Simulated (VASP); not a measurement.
Band structure of GaSb (relaxed from the NiAs type structure, space group P6_3/mmc). All values below come from PBEsol GGA, VASP's PBE PAW potentials (set 64) (plane waves; VASP).

Unless said otherwise, spin-orbit coupling is left out, though it shifts the bands of the heavy elements here.

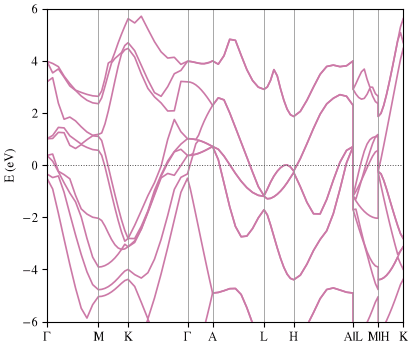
Bands along high-symmetry lines, zero at the valence-band maximum or, without a gap, the Fermi level

Problem. Read the plot: is there a gap, and where are the band edges?

Solution. It has no gap at this level: it comes out as a metal or semimetal. (Edges off the drawn lines would not show.)

The structure was generated: GaSb was put into the NiAs type type (P6_3/mmc), which need not be its known phase. It was relaxed first, which changed the volume by +7 %.
